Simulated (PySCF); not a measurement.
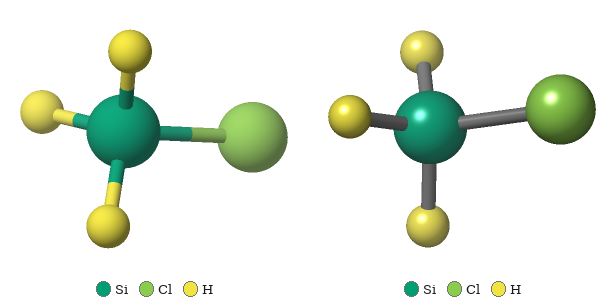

Two views of one molecule.

The geometry was computed by an optimisation with PBE0-D3(BJ)/def2-SVP. No frequency run is at hand to confirm it as a minimum.

**What is the molecular formula?**

ClH₃Si, 5 atoms: 1 chlorine, 3 hydrogen and 1 silicon.

**What is its SMILES?**

[SiH3]Cl

**Name some functional groups or characteristic bonds that it holds.**

Among them: Si–H bond.

More results for the same structure follow; atom numbers are the same in all pictures, views and colours differ.

**Symmetry**

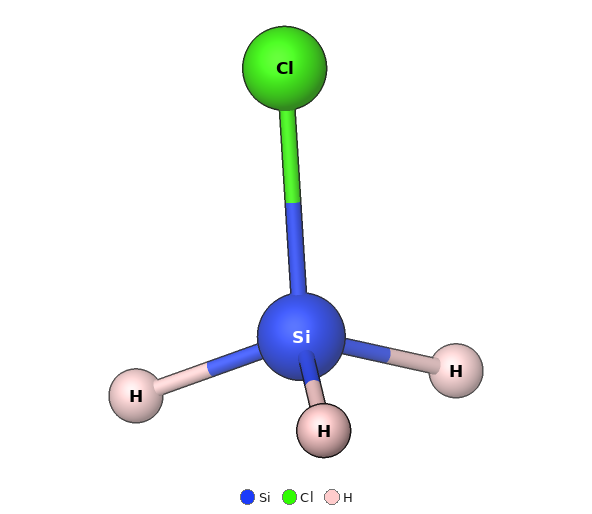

Depth is shown by fading: the farther an atom, the more it takes the colour of the background. No frequency run is at hand to confirm it as a minimum.

**List the symmetry elements and name the point group.**

It has 1 C3 axis and 3 mirror planes, so the point group is C3v. The group has 6 operations. The geometry is achiral, and symmetry allows a dipole moment.

**NMR shielding**

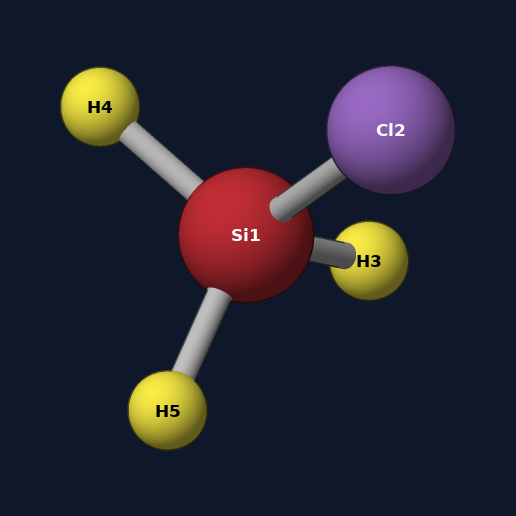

No frequency run is at hand to confirm it as a minimum. Level of theory: GIAO PBE0/pcSseg-1 NMR shielding, non-relativistic, IEF-PCM methanol (PySCF 2.14.0). Principal shieldings σ11 ≤ σ22 ≤ σ33, span Ω = σ33 − σ11, skew κ = 3(σiso − σ22)/Ω.

Give the shielding tensors of the Cl atoms.

| atom | σ11 | σ22 | σ33 | σiso | Ω | κ |
| --- | --- | --- | --- | --- | --- | --- |
| Cl2 | 1030.0 | 1055.3 | 1055.5 | 1046.9 | 25.5 | −0.98 |

Shieldings and span in ppm.

**Polarisability**

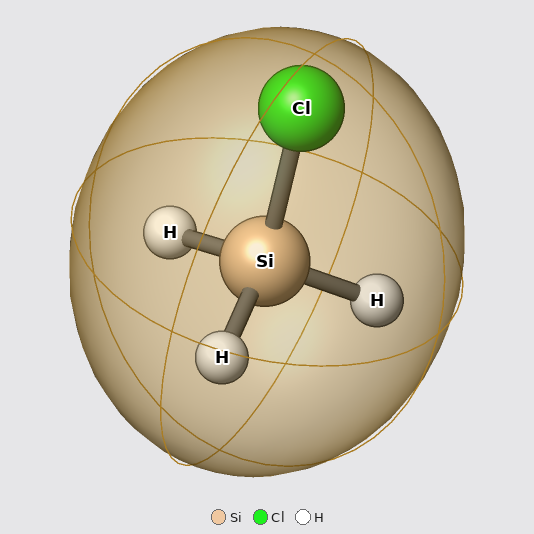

The ellipsoid shows the static dipole polarisability: its half-axes are proportional to the principal values. No frequency run is at hand to confirm it as a minimum. Method: ωB97X-D/def2-SVPD in methanol (IEF-PCM) (PySCF 2.14.0).

**How large and how anisotropic is the polarisability?**

Principal values 51.6, 51.6, 62.4 bohr³; mean 55.2 bohr³ (8.18 Å³); anisotropy 10.7 bohr³, so the longest axis is 1.21 times the shortest.

**Charges**

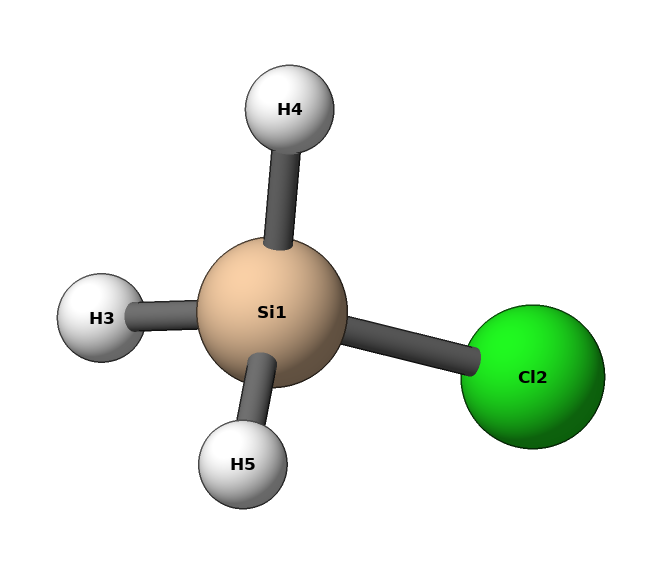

The questions are on Mulliken charges. No frequency run is at hand to confirm it as a minimum. Method: PBE0/pcSseg-1 in benzene (IEF-PCM) (PySCF 2.14.0).

List the Mulliken charges.

```json
{"atom": "Si1", "value (e)": "0.56"}
{"atom": "Cl2", "value (e)": "−0.36"}
{"atom": "H3", "value (e)": "−0.07"}
{"atom": "H4", "value (e)": "−0.07"}
{"atom": "H5", "value (e)": "−0.07"}
```

Mulliken values depend strongly on the basis set and can even reverse the polarity of a bond.
